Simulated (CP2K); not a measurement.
# B2GP-PLYP/6-31G (ngrids 4) run of BPH4 (SMILES BP)

Aim: the energy difference between two shapes of BPH4 at B2GP-PLYP/6-31G (ngrids 4), from 2 runs. 

The results are computed with CP2K 2026.2.

3 further runs of the same task are left out: 3 set aside as unsound or not needed.

### 1 Starting point

BPH4: 6 atoms, total charge 0, spin state singlet. SMILES: `BP`. The coordinates come from a GFN2-xTB relaxation.

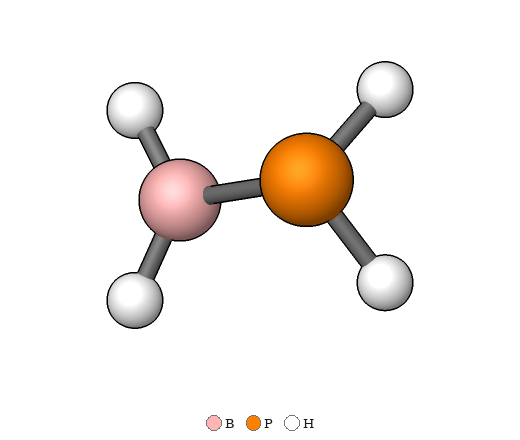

The structure, seen from a chosen angle (boron pink, phosphorus orange, hydrogen white).

### 2 The energy at B2GP-PLYP/6-31G (ngrids 4)

File mol.inp:

```
&GLOBAL
   PROJECT_NAME mol
   RUN_TYPE ENERGY
   PRINT_LEVEL MEDIUM
&END GLOBAL

&FORCE_EVAL
   METHOD QUICKSTEP
   &DFT
      BASIS_SET_FILE_NAME ./6_31g.basis
      POTENTIAL_FILE_NAME POTENTIAL
      &QS
         METHOD GAPW
         EPS_DEFAULT 1.0E-10
      &END QS
      # real-space grids
      &MGRID
         CUTOFF 280
         REL_CUTOFF 50
         NGRIDS 4
      &END MGRID
      &POISSON
         PERIODIC NONE
         POISSON_SOLVER MT
         &MT
            ALPHA 7
            REL_CUTOFF 1.5
         &END MT
      &END POISSON
      # self-consistent field
      &SCF
         SCF_GUESS ATOMIC
         EPS_SCF 1.0E-07
         MAX_SCF 100
         ADDED_MOS 10
         &DIAGONALIZATION
            ALGORITHM STANDARD
         &END DIAGONALIZATION
         &MIXING
            METHOD DIRECT_P_MIXING
            ALPHA 0.4
         &END MIXING
      &END SCF
      &XC
         &XC_FUNCTIONAL
            &GGA_X_B88
               SCALE 0.35
            &END GGA_X_B88
            &GGA_C_LYP
               SCALE 0.64
            &END GGA_C_LYP
         &END XC_FUNCTIONAL
         # exact exchange
         &HF
            FRACTION 0.65
            &SCREENING
               EPS_SCHWARZ 1.0E-09
            &END SCREENING
            &MEMORY
               MAX_MEMORY 1050
            &END MEMORY
         &END HF
         # correlation from orbitals
         &WF_CORRELATION
            &MP2
               METHOD DIRECT_CANONICAL
            &END MP2
            SCALE_S 0.36
            SCALE_T 0.36
            MEMORY 900
         &END WF_CORRELATION
      &END XC
      # extra output
      &PRINT
         &MOMENTS
            PERIODIC F
            REFERENCE COM
            MAX_MOMENT 1
         &END MOMENTS
         &MO ON
            ENERGIES T
            OCCUPATION_NUMBERS T
            NDIGITS 6
            &EACH
               QS_SCF 0
            &END EACH
            ADD_LAST NUMERIC
         &END MO
         &HIRSHFELD OFF
         &END HIRSHFELD
      &END PRINT
   &END DFT
   # atoms, cell and kinds
   &SUBSYS
      &CELL
         ABC 10.5 12.1 10.9
         PERIODIC NONE
      &END CELL
      &COORD
         UNIT bohr
         B      0.0050267    -1.6402067     0.2246506
         P      0.7157149     1.7551209     0.4906296
         H     -1.4691865    -2.5533790     1.5929068
         H      1.2457642    -2.9118223    -1.0883500
         H      1.1321538     2.4926432    -1.9723450
         H     -1.6294541     2.8576438     0.7525078
      &END COORD
      &TOPOLOGY
         &CENTER_COORDINATES
         &END CENTER_COORDINATES
      &END TOPOLOGY
      &KIND B
         BASIS_SET 6-31G
         POTENTIAL ALL
      &END KIND
      &KIND P
         BASIS_SET 6-31G
         POTENTIAL ALL
      &END KIND
      &KIND H
         BASIS_SET 6-31G
         POTENTIAL ALL
      &END KIND
   &END SUBSYS
&END FORCE_EVAL
```

The run is started by

```bash
$ OMP_NUM_THREADS=1 cp2k.psmp -i mol.inp > mol.out 2>&1
```

The log of the run:

```text
CP2K| version string:                                       CP2K version 2026.2
[...]
 GLOBAL| Method name                                                        CP2K
[...]
 GLOBAL| Run type                                                         ENERGY
[...]
 DFT| Spin restricted Kohn-Sham (RKS) calculation                            RKS
 DFT| Multiplicity                                                             1
[...]
 DFT| Charge                                                                   0
[...]
 FUNCTIONAL| GGA_X_B88:
[...]
 FUNCTIONAL| GGA_C_LYP:
[...]
 QS| Method:                                                                GAPW
[...]
 QS| Density cutoff [a.u.]:                                                140.0
[...]
 QS| Relative density cutoff [a.u.]:                                        25.0
[...]
                             - Atoms:                                          6
[...]
                             - Spherical basis functions:                     30
[...]
 Number of electrons:                                                         24
[...]
     1 P_Mix/Diag. 0.40E+00    1.8     0.69976475      -368.4547188767 -3.68E+02
[...]
    16 DIIS/Diag.  0.29E-07    0.8     0.00000002      -368.1855944611 -1.14E-13
  *** SCF run converged in    16 steps ***
[...]
  Overlap energy of the core charge distribution:               0.00001781733154
  Self energy of the core charge distribution:               -169.50197352596493
  Core Hamiltonian energy:                                   -198.19178606455978
  Hartree energy:                                              50.05210906622195
  Exchange-correlation energy:                                 -3.28668021664030
  Hartree-Fock Exchange energy:                               -18.15847967525416
[...]
                     Mulliken Population Analysis
 #  Atom  Element  Kind  Atomic population                           Net charge
       1     B        1          4.977006                              0.022994
       2     P        2         14.944495                              0.055505
       3     H        3          1.022817                             -0.022817
       4     H        3          1.022807                             -0.022807
       5     H        3          1.016454                             -0.016454
       6     H        3          1.016421                             -0.016421
 # Total charge                             24.000000                  0.000000
[...]
  Dipole moment [Debye]
    X= -0.8095494E+00 Y=  0.3155852E-01 Z= -0.8242177E+00  Total=      1.1557253
[...]
 ENERGY| Total FORCE_EVAL ( QS ) energy [hartree]           -368.235922789316078
[...]
```

It took 15 s on 1 thread of Arm Neoverse V2, shared host; peak memory 0.83 GiB.

### 3 The distorted shape, same level

File qs.inp:

```
&GLOBAL
  PROJECT_NAME qs
  RUN_TYPE ENERGY
  PRINT_LEVEL MEDIUM
&END GLOBAL

&FORCE_EVAL
  METHOD Quickstep
  &DFT
    BASIS_SET_FILE_NAME ./6_31g.basis
    POTENTIAL_FILE_NAME POTENTIAL
    CHARGE 0
    MULTIPLICITY 1
    # Quickstep
    &QS
      METHOD GAPW
      EPS_DEFAULT 1.0E-10
    &END QS
    &MGRID
      CUTOFF 280
      REL_CUTOFF 50
      NGRIDS 4
    &END MGRID
    # cluster boundary conditions
    &POISSON
      PERIODIC NONE
      POISSON_SOLVER MT
      &MT
        ALPHA 7
        REL_CUTOFF 1.5
      &END MT
    &END POISSON
    # SCF settings
    &SCF
      SCF_GUESS ATOMIC
      EPS_SCF 1.0E-07
      MAX_SCF 100
      ADDED_MOS 10
      &DIAGONALIZATION
        ALGORITHM STANDARD
      &END DIAGONALIZATION
      &MIXING
        METHOD DIRECT_P_MIXING
        ALPHA 0.4
      &END MIXING
    &END SCF
    &XC
      &XC_FUNCTIONAL
        &GGA_X_B88
          SCALE 0.35
        &END GGA_X_B88
        &GGA_C_LYP
          SCALE 0.64
        &END GGA_C_LYP
      &END XC_FUNCTIONAL
      # exact exchange
      &HF
        FRACTION 0.65
        &SCREENING
          EPS_SCHWARZ 1.0E-09
          SCREEN_ON_INITIAL_P F
        &END SCREENING
        &INTERACTION_POTENTIAL
          POTENTIAL_TYPE COULOMB
        &END INTERACTION_POTENTIAL
        &MEMORY
          MAX_MEMORY 1050
        &END MEMORY
      &END HF
      &WF_CORRELATION
        &MP2
          METHOD DIRECT_CANONICAL
        &END MP2
        SCALE_S 0.36
        SCALE_T 0.36
        MEMORY 900
      &END WF_CORRELATION
    &END XC
    # extra output
    &PRINT
      &MOMENTS
        PERIODIC F
        REFERENCE COM
        MAX_MOMENT 1
      &END MOMENTS
      &MO ON
        ENERGIES T
        OCCUPATION_NUMBERS T
        NDIGITS 6
        &EACH
          QS_SCF 0
        &END EACH
        ADD_LAST NUMERIC
      &END MO
      &HIRSHFELD OFF
      &END HIRSHFELD
    &END PRINT
  &END DFT
  # structure
  &SUBSYS
    # vacuum box
    &CELL
      ABC [angstrom] 10.6 12.1 11
      PERIODIC NONE
    &END CELL
    &COORD
      UNIT bohr
      B     -0.0526629    -1.4939967     0.1513387
      P      0.6440035     1.7584355     0.5318993
      H     -1.3177136    -2.5008617     1.7529383
      H      1.2356428    -2.8927965    -1.0798008
      H      1.0908009     2.6423247    -1.9529771
      H     -1.7550075     2.8905175     0.9055284
    &END COORD
    &TOPOLOGY
      &CENTER_COORDINATES
      &END CENTER_COORDINATES
    &END TOPOLOGY
    &KIND B
      BASIS_SET 6-31G
      POTENTIAL ALL
    &END KIND
    &KIND P
      BASIS_SET 6-31G
      POTENTIAL ALL
    &END KIND
    &KIND H
      BASIS_SET 6-31G
      POTENTIAL ALL
    &END KIND
  &END SUBSYS
&END FORCE_EVAL
```

The run is started by

```bash
$ OMP_NUM_THREADS=1 cp2k.psmp -i qs.inp > qs.out 2>&1
```

The log of the run:

```text
CP2K| version string:                                       CP2K version 2026.2
[...]
 GLOBAL| Method name                                                        CP2K
[...]
 GLOBAL| Run type                                                         ENERGY
[...]
 DFT| Spin restricted Kohn-Sham (RKS) calculation                            RKS
 DFT| Multiplicity                                                             1
[...]
 DFT| Charge                                                                   0
[...]
 FUNCTIONAL| GGA_X_B88:
[...]
 FUNCTIONAL| GGA_C_LYP:
[...]
 QS| Method:                                                                GAPW
[...]
 QS| Density cutoff [a.u.]:                                                140.0
[...]
 QS| Relative density cutoff [a.u.]:                                        25.0
[...]
                             - Atoms:                                          6
[...]
                             - Spherical basis functions:                     30
[...]
 Number of electrons:                                                         24
[...]
     1 P_Mix/Diag. 0.40E+00    1.8     0.69348507      -368.4632643298 -3.68E+02
[...]
    16 DIIS/Diag.  0.37E-07    0.7     0.00000002      -368.1801596025 -5.68E-14
  *** SCF run converged in    16 steps ***
[...]
  Overlap energy of the core charge distribution:               0.00001001254913
  Self energy of the core charge distribution:               -169.50197352596493
  Core Hamiltonian energy:                                   -198.23451322158306
  Hartree energy:                                              50.07252818231450
  Exchange-correlation energy:                                 -3.27979419657822
  Hartree-Fock Exchange energy:                               -18.14209797271370
[...]
                     Mulliken Population Analysis
 #  Atom  Element  Kind  Atomic population                           Net charge
       1     B        1          4.998462                              0.001538
       2     P        2         14.929585                              0.070415
       3     H        3          1.026424                             -0.026424
       4     H        3          1.022042                             -0.022042
       5     H        3          1.013636                             -0.013636
       6     H        3          1.009852                             -0.009852
 # Total charge                             24.000000                 -0.000000
[...]
  Dipole moment [Debye]
    X= -0.7996098E+00 Y=  0.3590722E+00 Z= -0.8298573E+00  Total=      1.2070509
[...]
 ENERGY| Total FORCE_EVAL ( QS ) energy [hartree]           -368.231769842807239
[...]
```

It took 15 s on 1 thread of Arm Neoverse V2, shared host; peak memory 0.83 GiB.

### 4 Outcome

Level: B2GP-PLYP/6-31G (ngrids 4).

```
                                            quantity          value
                           first shape: total energy  -368.23592 Eh
               first shape: dipole moment (SCF part)         1.16 D
      first shape: HOMO energy (SCF part's orbitals)       -8.81 eV
      first shape: LUMO energy (SCF part's orbitals)        0.46 eV
    first shape: HOMO–LUMO gap (SCF part's orbitals)        9.27 eV
                       distorted shape: total energy  -368.23177 Eh
           distorted shape: dipole moment (SCF part)         1.21 D
  distorted shape: HOMO energy (SCF part's orbitals)       -9.04 eV
  distorted shape: LUMO energy (SCF part's orbitals)        0.42 eV
distorted shape: HOMO–LUMO gap (SCF part's orbitals)        9.46 eV
              energy change with the atoms displaced       0.113 eV
```

What this shows: With the atoms displaced the energy rises by 0.11 eV (10.9 kJ/mol). The first shape isn't relaxed at this level, so the change isn't measured from a minimum.
